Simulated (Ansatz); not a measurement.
# BGeO (doublet): wave-function methods side by side at a displaced geometry (v1), cc-pVDZ

Aim: climb from Hartree-Fock through coupled cluster for BGeO (doublet) at one geometry and basis, and see what each rung misses.

Program: Ansatz 0.2.0, Gaussian basis. Level of theory: cc-pVDZ, core rule «outside noble gas», up to 16 orbitals frozen. These are calculated values, not measurements.

The runs, in order: UHF; CCSD(T) on ROHF; CCSD(T) on UHF; BCCD(T) on ROHF; CISD as a restricted active space (open shells left free, so some higher excitations enter); CCSDT(Q) on ROHF; CCSDT(Q) on UHF.

15 further runs of the same task are left out: 7 that didn't finish, 8 set aside as unsound or not needed. Runs told in other sessions of the task aren't counted.

## Step 1: The geometry

The geometry is a PBE0/def2-TZVP stationary point (not a proven minimum) with its atoms shifted at random (size 0.040 Å). No spin-orbit coupling is included. The filled d shell of Ge may be among the frozen orbitals whatever the setting's name suggests.

3 atoms, charge 0, spin multiplicity 2.

Atoms are counted from 1 here; the program's logs count them from 0.

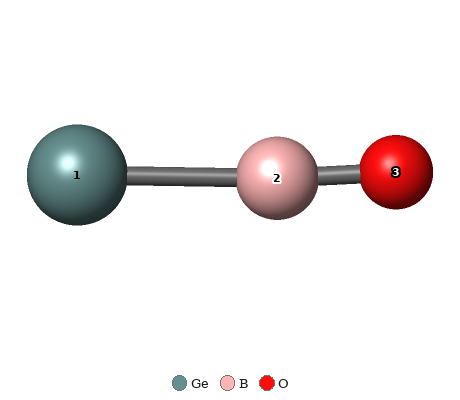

The structure; germanium teal, boron pink, oxygen red; atoms are numbered from 1 in the order of the file.

In the tables R marks a restricted open-shell determinant and U an unrestricted one; energies count from the table's Hartree-Fock row.

## Step 2: UHF

Contents of in.yaml:

```yaml
crystal:
  periodic: [false, false, false]
  atoms:
    - {symbol: Ge, position_ang: [-0.015433, -0.009008, 1.820240]}
    - {symbol: B, position_ang: [-0.016266, -0.025151, -0.285213]}
    - {symbol: O, position_ang: [0.031698, 0.034159, -1.535027]}
basis:
  gaussian: {orbitals: cc-pVDZ}
magnetization: {spin_polarized: true, initial_magnetization: 1}
hamiltonian: {xc: hf}
output: {orbitals: {seedname: orbitals}}
```

Launch:

```console
$ ansatz run in.yaml --threads 1 --pin off --events-out ev --progress --plain --max-ram 2393MiB
```

The program printed:

```text
Functional definition: HF
  name "HF"
  cite "Fock, Z. Phys. 61, 126 (1930) doi:10.1007/BF01340294"
  parent pbe
  exchange = exact_x
  correlation = 0
589 factors; integrals over basis functions are off by at most 7.7e-4 eV
mean field evaluation 1: about -59176.6839 eV, gradient 3.1e1 eV
mean field evaluation 2: about -59176.7215 eV, gradient 3.1e1 eV
mean field evaluation 4: about -59181.7467 eV, gradient 2.7e0 eV
mean field evaluation 8: about -59181.8571 eV, gradient 2.9e-1 eV
mean field evaluation 16: about -59181.8591 eV, gradient 2.3e-5 eV
mean field evaluation 32: about -59181.8586 eV, gradient 1.2e-2 eV
mean field evaluation 64: about -59181.8581 eV, gradient 7.7e-4 eV
mean field evaluation 96: about -59181.8007 eV, gradient 5.2e-1 eV
mean field evaluation 128: about -59181.8581 eV, gradient 8.1e-4 eV
mean field evaluation 160: about -59178.4628 eV, gradient 3.1e0 eV
mean field evaluation 192: about -59181.8402 eV, gradient 8.1e-1 eV
mean field evaluation 224: about -59181.8586 eV, gradient 9.6e-3 eV
mean field evaluation 256: about -59181.8591 eV, gradient 4.1e-4 eV
mean field evaluation 288: about -59181.8581 eV, gradient 4.7e-5 eV
mean field -59181.85906987 eV, -2174.8932059128 hartree, gradient 5.4e-6 eV, S^2 0.763114; 5 other end points of the search recorded, 0 dependent functions left out
reference -59181.85906987 eV, -2174.8932059128 hartree; 23, 22 occupied and 32, 33 virtual orbitals, 589 factors
Total energy: -59181.85906987 eV, -2174.8932059128 hartree
```

Wall time 12 s (1 thread of Intel Xeon at 2.80GHz, shared host).

From the report: ⟨S²⟩ of the determinant 0.763 (pure doublet: 0.75).

## Step 3: CCSD(T) on ROHF

Edit in.yaml of step 2 so:

```diff
@@ -8,4 +8,4 @@
   gaussian: {orbitals: cc-pVDZ}
-magnetization: {spin_polarized: true, initial_magnetization: 1}
-hamiltonian: {xc: hf}
-output: {orbitals: {seedname: orbitals}}
+magnetization: {spin_polarized: false, initial_magnetization: 1}
+correlation: {method: ccsd_t, electrons: outside_noble_gas}
+output: {forces: true}
```

Launched as before.

The program printed (excerpt; [...] marks lines left out):

```text
Functional definition: HF
  name "HF"
  cite "Fock, Z. Phys. 61, 126 (1930) doi:10.1007/BF01340294"
  parent pbe
[...]
589 factors; integrals over basis functions are off by at most 7.7e-4 eV
[...]
mean field -59181.76544983 eV, -2174.8897654398 hartree, gradient 3.6e-10 eV, S^2 0.750000; 10 other end points of the search recorded, 0 dependent functions left out
[...]
determinant -59181.76544983 eV, -2174.8897654398 hartree, with singles and doubles -59190.95790592 eV, -2175.2275819702 hartree
determinant -59181.76446323 eV, -2174.8897291831 hartree, with singles and doubles -59190.95699773 eV, -2175.2275485948 hartree
determinant -59178.28536639 eV, -2174.7618747324 hartree, with singles and doubles -59187.65497707 eV, -2175.1062015737 hartree
determinant -59178.28307726 eV, -2174.7617906084 hartree, with singles and doubles -59187.65210547 eV, -2175.1060960445 hartree
[...]
16 core orbitals not correlated: weight in the atoms' cores, before any rotation towards them, 1.000 or more for the frozen orbitals, at most 0.000 for the correlated occupied ones
reference -59181.76544983 eV, -2174.8897654398 hartree; 7, 6 occupied and 32, 33 virtual orbitals, 589 factors
second order -8.67795832 eV of doubles, -0.05274576 eV of singles
cycle   1  -9.19368033 eV  change    6.7e-7 eV  update   2.7e-6
[...]
cycle   7  -9.19368091 eV  change  -6.5e-10 eV  update  8.1e-10
perturbative correction -0.36405158 eV, -0.0133786487 hartree
[...]
Total energy: -59191.32318231 eV, -2175.2410056302 hartree
Atom 0 at    -0.015433    -0.009008     1.820240 Å, force    -0.019648    -0.026422     0.212757 eV/Å
Atom 1 at    -0.016266    -0.025151    -0.285213 Å, force     0.133359     0.173185    -2.309552 eV/Å
Atom 2 at     0.031698     0.034159    -1.535027 Å, force    -0.113710    -0.146763     2.096795 eV/Å
Dipole moment:    -0.017189    -0.019812     0.651103 e Å
```

It took 42 s on 1 thread of Intel Xeon at 2.80GHz, shared host.

From the report: correlation -9.5577 eV; T1 0.027; largest double amplitude 0.07.

## Step 4: CCSD(T) on UHF

Edit in.yaml of step 3 so:

```diff
@@ -8,3 +8,3 @@
   gaussian: {orbitals: cc-pVDZ}
-magnetization: {spin_polarized: false, initial_magnetization: 1}
+magnetization: {spin_polarized: true, initial_magnetization: 1}
 correlation: {method: ccsd_t, electrons: outside_noble_gas}
```

Same command.

The program printed (excerpt; [...] marks lines left out):

```text
Functional definition: HF
  name "HF"
  cite "Fock, Z. Phys. 61, 126 (1930) doi:10.1007/BF01340294"
  parent pbe
[...]
589 factors; integrals over basis functions are off by at most 7.7e-4 eV
[...]
mean field -59181.85906987 eV, -2174.8932059130 hartree, gradient 2.9e-6 eV, S^2 0.763114; 19 other end points of the search recorded, 0 dependent functions left out
determinant -59181.85906987 eV, -2174.8932059130 hartree, with singles and doubles -59190.96311579 eV, -2175.2277734294 hartree
determinant -59181.85813169 eV, -2174.8931714355 hartree, with singles and doubles -59190.96221042 eV, -2175.2277401578 hartree
determinant -59179.65162256 eV, -2174.8120837206 hartree, with singles and doubles -59188.57092078 eV, -2175.1398618843 hartree
determinant -59179.65150047 eV, -2174.8120792339 hartree, with singles and doubles -59188.56843000 eV, -2175.1397703500 hartree
[...]
16 core orbitals not correlated: weight in the atoms' cores, before any rotation towards them, 1.000 or more for the frozen orbitals, at most 0.000 for the correlated occupied ones
reference -59181.85906987 eV, -2174.8932059130 hartree; 7, 6 occupied and 32, 33 virtual orbitals, 589 factors
second order -8.62918458 eV of doubles, -0.00000000 eV of singles
cycle   1  -9.10525761 eV  change   -2.6e-7 eV  update   7.0e-6
[...]
cycle   6  -9.10525962 eV  change   1.5e-11 eV  update   1.6e-9
perturbative correction -0.36122215 eV, -0.0132746691 hartree
[...]
Total energy: -59191.32555164 eV, -2175.2410927012 hartree
Atom 0 at    -0.015433    -0.009008     1.820240 Å, force    -0.019658    -0.026417     0.215433 eV/Å
Atom 1 at    -0.016266    -0.025151    -0.285213 Å, force     0.133630     0.173506    -2.318590 eV/Å
Atom 2 at     0.031698     0.034159    -1.535027 Å, force    -0.113972    -0.147090     2.103156 eV/Å
Dipole moment:    -0.017203    -0.019830     0.651276 e Å
```

It took 60 s on 1 thread of Intel Xeon at 2.80GHz, shared host.

From the report: ⟨S²⟩ of the determinant 0.763 (pure doublet: 0.75); correlation -9.4665 eV; T1 0.026; largest double amplitude 0.07.

## Step 5: BCCD(T) on ROHF

Edit in.yaml of step 4 so:

```diff
@@ -8,4 +8,3 @@
   gaussian: {orbitals: cc-pVDZ}
-magnetization: {spin_polarized: true, initial_magnetization: 1}
-correlation: {method: ccsd_t, electrons: outside_noble_gas}
-output: {forces: true}
+magnetization: {spin_polarized: false, initial_magnetization: 1}
+correlation: {method: bccd_t, electrons: outside_noble_gas}
```

Launched as before.

The program printed (excerpt; [...] marks lines left out):

```text
Functional definition: HF
  name "HF"
  cite "Fock, Z. Phys. 61, 126 (1930) doi:10.1007/BF01340294"
  parent pbe
[...]
589 factors; integrals over basis functions are off by at most 7.7e-4 eV
[...]
mean field -59181.76544983 eV, -2174.8897654398 hartree, gradient 3.6e-10 eV, S^2 0.750000; 10 other end points of the search recorded, 0 dependent functions left out
[...]
determinant -59181.76544983 eV, -2174.8897654398 hartree, with singles and doubles -59190.95790592 eV, -2175.2275819702 hartree
determinant -59181.76446323 eV, -2174.8897291831 hartree, with singles and doubles -59190.95699773 eV, -2175.2275485948 hartree
determinant -59178.28536639 eV, -2174.7618747324 hartree, with singles and doubles -59187.65497707 eV, -2175.1062015737 hartree
determinant -59178.28307726 eV, -2174.7617906084 hartree, with singles and doubles -59187.65210547 eV, -2175.1060960445 hartree
determinant -59181.76544983 eV, -2174.8897654398 hartree, with singles and doubles -59190.95913083 eV, -2175.2276269849 hartree
determinant -59181.76446323 eV, -2174.8897291831 hartree, with singles and doubles -59190.95822379 eV, -2175.2275936519 hartree
16 core orbitals not correlated: weight in the atoms' cores, before any rotation towards them, 1.000 or more for the frozen orbitals, at most 0.000 for the correlated occupied ones
reference -59181.76544983 eV, -2174.8897654398 hartree; 7, 6 occupied and 32, 33 virtual orbitals, 589 factors
second order -8.67795832 eV of doubles, -0.05274576 eV of singles
cycle   1  -9.13100132 eV  change    6.3e-2 eV  update   2.9e-2
[...]
cycle  10  -9.14395456 eV  change   -7.1e-6 eV  update   1.6e-5
perturbative correction -0.41702124 eV, -0.0153252478 hartree
Total energy: -59191.32642562 eV, -2175.2411248196 hartree
```

Run time: 35 s. Hardware: 1 thread of Intel Xeon at 2.80GHz, shared host.

From the report: correlation -9.5610 eV; largest double amplitude 0.07.

## Step 6: CISD as a restricted active space (open shells left free, so some higher excitations enter)

Edit in.yaml of step 5 so:

```diff
@@ -9,2 +9,2 @@
 magnetization: {spin_polarized: false, initial_magnetization: 1}
-correlation: {method: bccd_t, electrons: outside_noble_gas}
+correlation: {active_space: {ras: {orbitals: [6, 1, 32], electrons: 13, max_holes: 2, max_particles: 2}, fixed_orbitals: true}}
```

The command is unchanged.

The program printed (excerpt; [...] marks lines left out):

```text
Functional definition: HF
  name "HF"
  cite "Fock, Z. Phys. 61, 126 (1930) doi:10.1007/BF01340294"
  parent pbe
[...]
589 factors; integrals over basis functions are off by at most 7.7e-4 eV
[...]
mean field -59181.76544983 eV, -2174.8897654398 hartree, gradient 3.6e-10 eV, S^2 0.750000; 8 other end points of the search recorded, 0 dependent functions left out
reference -59181.76544983 eV, -2174.8897654398 hartree; 23, 22 occupied and 32, 33 virtual orbitals, 589 factors
state -59190.03965963 eV, -2175.1938370417 hartree
Total energy: -59190.03965963 eV, -2175.1938370417 hartree
```

It took 18 s on 1 thread of Intel Xeon at 2.80GHz, shared host.

From the report: 49,942 determinants.

## Step 7: CCSDT(Q) on ROHF

Edit in.yaml of step 6 so:

```diff
@@ -9,2 +9,2 @@
 magnetization: {spin_polarized: false, initial_magnetization: 1}
-correlation: {active_space: {ras: {orbitals: [6, 1, 32], electrons: 13, max_holes: 2, max_particles: 2}, fixed_orbitals: true}}
+correlation: {method: ccsdt_q, electrons: outside_noble_gas}
```

Same command.

The program printed (excerpt; [...] marks lines left out):

```text
Functional definition: HF
  name "HF"
  cite "Fock, Z. Phys. 61, 126 (1930) doi:10.1007/BF01340294"
  parent pbe
[...]
992 factors; integrals over basis functions are off by at most 1.8e-7 eV
[...]
mean field -59181.76551150 eV, -2174.8897677061 hartree, gradient 1.6e-10 eV, S^2 0.750000; 10 other end points of the search recorded, 0 dependent functions left out
[...]
determinant -59181.76551150 eV, -2174.8897677061 hartree, with singles and doubles -59190.95796766 eV, -2175.2275842392 hartree
determinant -59181.76452485 eV, -2174.8897314476 hartree, with singles and doubles -59190.95706001 eV, -2175.2275508835 hartree
determinant -59178.28542684 eV, -2174.7618769537 hartree, with singles and doubles -59187.65503168 eV, -2175.1062035809 hartree
determinant -59178.28313758 eV, -2174.7617928252 hartree, with singles and doubles -59187.65216872 eV, -2175.1060983691 hartree
determinant -59181.76551150 eV, -2174.8897677061 hartree, with singles and doubles -59190.95919286 eV, -2175.2276292644 hartree
determinant -59181.76452485 eV, -2174.8897314476 hartree, with singles and doubles -59190.95828506 eV, -2175.2275959034 hartree
16 core orbitals not correlated: weight in the atoms' cores, before any rotation towards them, 1.000 or more for the frozen orbitals, at most 0.000 for the correlated occupied ones
reference -59181.76551150 eV, -2174.8897677061 hartree; 7, 6 occupied and 32, 33 virtual orbitals, 992 factors
second order -8.67797430 eV of doubles, -0.05274577 eV of singles
cycle   1  -8.66341304 eV  change    6.8e-2 eV  update   1.4e-1
[...]
cycle  22  -9.58595869 eV  change    6.2e-8 eV  update   1.2e-6
perturbative correction -0.02876816 eV, -0.0010572105 hartree
Total energy: -59191.38023836 eV, -2175.2431024010 hartree
```

It took 1.7 min on 1 thread of Intel Xeon at 2.80GHz, shared host; peak memory 0.63 GiB.

From the report: correlation -9.6147 eV; T1 0.027; largest double amplitude 0.07.

## Step 8: CCSDT(Q) on UHF

Edit in.yaml of step 7 so:

```diff
@@ -8,3 +8,3 @@
   gaussian: {orbitals: cc-pVDZ}
-magnetization: {spin_polarized: false, initial_magnetization: 1}
+magnetization: {spin_polarized: true, initial_magnetization: 1}
 correlation: {method: ccsdt_q, electrons: outside_noble_gas}
```

Same command.

The program printed (excerpt; [...] marks lines left out):

```text
Functional definition: HF
  name "HF"
  cite "Fock, Z. Phys. 61, 126 (1930) doi:10.1007/BF01340294"
  parent pbe
[...]
992 factors; integrals over basis functions are off by at most 1.8e-7 eV
[...]
mean field -59181.85913161 eV, -2174.8932081819 hartree, gradient 2.7e-10 eV, S^2 0.763114; 19 other end points of the search recorded, 0 dependent functions left out
determinant -59181.85913161 eV, -2174.8932081819 hartree, with singles and doubles -59190.96317719 eV, -2175.2277756859 hartree
determinant -59181.85819339 eV, -2174.8931737027 hartree, with singles and doubles -59190.96227214 eV, -2175.2277424260 hartree
determinant -59179.65168681 eV, -2174.8120860818 hartree, with singles and doubles -59188.57098198 eV, -2175.1398641335 hartree
determinant -59179.65156473 eV, -2174.8120815954 hartree, with singles and doubles -59188.56848654 eV, -2175.1397724276 hartree
[...]
determinant -59178.53756878 eV, -2174.7711429994 hartree, with singles and doubles -59187.65801255 eV, -2175.1063131255 hartree
determinant -59181.85913161 eV, -2174.8932081819 hartree, with singles and doubles -59190.96438899 eV, -2175.2278202187 hartree
determinant -59181.85819339 eV, -2174.8931737027 hartree, with singles and doubles -59190.96348626 eV, -2175.2277870440 hartree
16 core orbitals not correlated: weight in the atoms' cores, before any rotation towards them, 1.000 or more for the frozen orbitals, at most 0.000 for the correlated occupied ones
reference -59181.85913161 eV, -2174.8932081819 hartree; 7, 6 occupied and 32, 33 virtual orbitals, 992 factors
second order -8.62920046 eV of doubles, -0.00000000 eV of singles
cycle   1  -8.56224354 eV  change    6.7e-2 eV  update   1.4e-1
[...]
cycle  23  -9.49510038 eV  change    8.4e-8 eV  update   1.0e-6
perturbative correction -0.03978085 eV, -0.0014619192 hartree
Total energy: -59191.39401284 eV, -2175.2436086038 hartree
```

It took 2 min on 1 thread of Intel Xeon at 2.80GHz, shared host; peak memory 0.48 GiB.

From the report: ⟨S²⟩ of the determinant 0.763 (pure doublet: 0.75); correlation -9.5349 eV; T1 0.025; largest double amplitude 0.07.

## Step 9: All levels against the top one

The yardstick is UCCSDT(Q), where the cluster series has nearly closed. Rows without a time are mean-field rows or come out of runs for another level: lower rungs of the coupled-cluster runs, or the Hartree-Fock search. The times of RCCSD(T), UCCSD(T) include forces.

Differences are taken before rounding.

| method | energy from the lowest ROHF (kJ/mol) | from UCCSDT(Q) (kJ/mol) | time |
| --- | --- | --- | --- |
| ROHF | 0.0 | +929.0 |  |
| UHF | -9.0 | +920.0 |  |
| RMP2 | -842.4 | +86.6 |  |
| UMP2 | -841.6 | +87.4 |  |
| CISD | -798.3 | +130.7 | 18 s |
| RCCSD | -887.1 | +42.0 |  |
| UCCSD | -887.6 | +41.5 |  |
| RCCSD(T) | -922.2 | +6.8 | 42 s |
| UCCSD(T) | -922.4 | +6.6 | 60 s |
| BCCD(T) | -922.5 | +6.5 | 35 s |
| RCCSDT | -924.9 | +4.1 |  |
| UCCSDT | -925.2 | +3.8 |  |
| RCCSDT(Q) | -927.7 | +1.3 | 1.7 min |
| UCCSDT(Q) | -929.0 | 0 | 2 min |

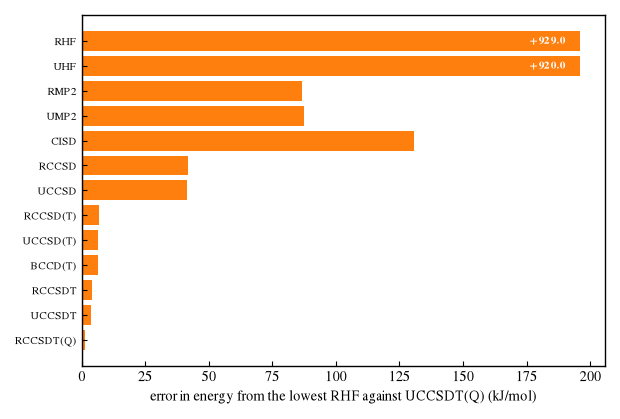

Error of each method against UCCSDT(Q). Bars with a number in them are cut short.

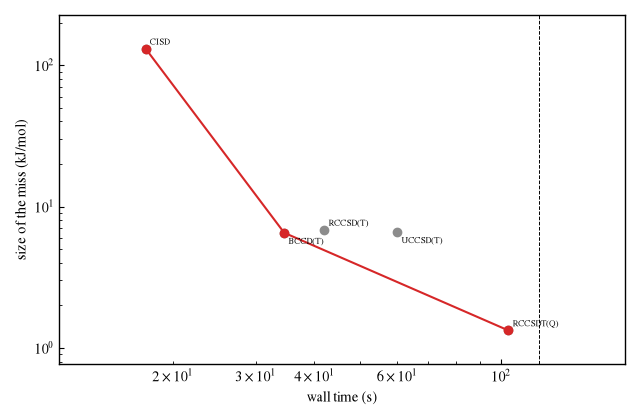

Accuracy for the time spent; red marks the levels that beat every quicker one drawn (of those quicker than the yardstick), and the dashed line is the time of UCCSDT(Q). Times are from a shared host.

## Step 10: Outcome

| quantity | value |
| --- | --- |
| UCCSDT(Q) from the ROHF energy | -9.6286 eV |
| RMP2 from UCCSDT(Q) | +86.6 kJ/mol |
| UMP2 from UCCSDT(Q) | +87.4 kJ/mol |
| RCCSD from UCCSDT(Q) | +42.0 kJ/mol |
| RCCSD(T) from UCCSDT(Q) | +6.8 kJ/mol |
| UCCSD(T) from UCCSDT(Q) | +6.6 kJ/mol |
| RCCSDT(Q) from UCCSDT(Q) | +1.3 kJ/mol |
| levels within 1 kcal/mol (43 meV) | RCCSDT, UCCSDT, RCCSDT(Q) |
| T1 diagnostic | 0.027 |

What this shows: RCCSD(T) misses by +6.8 kJ/mol, 0.7 % of the correlation energy. These misses are within one basis, not against nature; the frozen cores of restricted and unrestricted runs differ, which can shift their rows.

With open shells the CI space here admits some higher excitations, so it is larger than plain CISD.

RCCSDT(Q) reaches 1.3 kJ/mol from the reference in 1.7 min, where UCCSDT(Q) took 2 min; the quickest level in the cost chart, CISD, takes 18 s and misses by 130.7 kJ/mol.
